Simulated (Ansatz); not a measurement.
# ρ(T) of VMo2 in the C11b ordering in two numbers

Aim: condense the phonon-limited resistivity of VMo2 in the C11b ordering into a transport Debye temperature and an amplitude, and test the fit on a temperature held back.

The resistivities were computed with Ansatz 0.2.0 (DFT PBE, scalar-relativistic, plane waves, PAW) from the linearised Boltzmann equation with harmonic phonons, on q 3×3×3, k 9×9×9, scattering 16×16×16; the fit below is done by hand on them.

The structure was built from a prototype and need not be the compound's stable phase.

## Step 1: What is given

It takes space group I4/mmm (No. 139, tetragonal). The conventional cell has a = 3.104 Å, b = 3.104 Å, c = 9.300 Å, α = 90.00°, β = 90.00°, γ = 90.00°. Around V on site a lie 8 Mo at 2.68 Å. Mo on site e has 4 V at 2.68 Å and 4 Mo at 2.70 Å as nearest neighbours.

This is the relaxed cell of the run, from steps not shown here.

The mean resistivity of the three axes from 50 to 800 K, with one row held back; the colder rows stay outside the fit and test it at the end:

| T (K) | ρ (μΩ cm) |
| --- | --- |
| 50 | 0.07856 |
| 77 | 0.3820 |
| 100 | 0.8034 |
| 150 | ? |
| 200 | 3.036 |
| 300 | 5.128 |
| 400 | 7.093 |
| 600 | 10.89 |
| 800 | 14.66 |

The structure is a hand-built model.

## Step 2: The fit

Bloch and Grüneisen's form is ρ(T) = A (T/Θ)⁵ J₅(Θ/T), with J₅(z) the integral of x⁵/((eˣ − 1)(1 − e⁻ˣ)) from 0 to z. It goes as T⁵ far below Θ and as A T/(4Θ) far above. For a trial Θ the best A is the geometric mean of ρ/[(T/Θ)⁵ J₅] over the rows, and the scatter of that ratio measures the fit:

| Θ (K) | A (μΩ cm) | scatter (%) |
| --- | --- | --- |
| 254 | 13.33 | 44.7 |
| 338 | 21.08 | 22.8 |
| 380 | 26.00 | 11.5 |
| 422 | 31.76 | 1.2 |
| 464 | 38.47 | 10.9 |
| 528 | 50.76 | 27.2 |
| 632 | 77.11 | 51.9 |

The scatter is least at Θ = 422 K, with A = 31.76 μΩ cm (1.2 % r.m.s.).

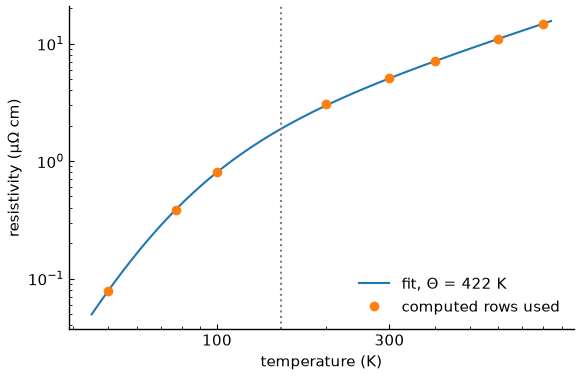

The fit through the rows used; the dotted line marks the temperature held back.

## Step 3: Prediction and check

At T = 150 K, Θ/T = 2.813, J₅ = 10.40 and (T/Θ)⁵ = 0.005674, so the fit gives 1.875 μΩ cm. The computed value is 1.915 μΩ cm: the fit is off by -2.09 %. Outside its range, at 20 K, it gives 9.4e-4 against 0.00117 μΩ cm computed, 0.81 times that; at that temperature the run's own test moves by 8 % between meshes in the component that moves most. Among the rows used, the largest miss is -2.2 %, at 200 K.

## Step 4: Reading Θ and A

Θ = 422 K is 1.49 times ħω_log/k_B (283 K) and 0.99 of the highest phonon frequency (427 K). The high-temperature slope of the fit, A/(4Θ), is 0.0188 μΩ cm/K. The same slope from the run's transport coupling and plasma energy, 2π k_B λ_tr/(ħ ε₀ ω_p²) with λ_tr = 0.242, 0.242, 0.244 (xx, yy, zz) and ħω_p = 7.18, 7.18, 6.78 (xx, yy, zz) eV, is 0.0197 μΩ cm/K in the mean of the axes, +4.9 % from it. For comparison, the computed rows rise by 0.0189 μΩ cm/K between the two hottest.

## Step 5: Summary of results

```
Θ                                            : 422 K
A                                            : 31.76 μΩ cm
scatter of the fit                           : 1.2 %
held-back row at 150 K, fit against computed : 1.875 against 1.915 μΩ cm
```

In words: Two numbers, Θ = 422 K and A = 31.8 μΩ cm, hold the computed ρ(T) from 50 to 800 K within 1.17 % r.m.s. and predict the held-back row within 2.09 %. At 20 K, outside the rows fitted, it gives 0.81 times the computed value. By the run's own test the resistivity at 300 K moves by 5 % between its two finest scattering meshes, in the component that moves most. The mean hides an anisotropy: at 300 K the components are 4.93, 4.93, 5.51 (xx, yy, zz) μΩ cm. The fit describes the calculation: impurities, thermal expansion, changes of phase and anharmonicity are in neither.

[Logs are printed without paths, hosts, clocks, repeated set-up lines and the standing remarks that a program may print on its own settings, such as how far it seeks lower states.]

[Hosts, paths, dates, database ids (printed as entryN), source tags and the programs' standing remarks are cut or masked in the printed files.]
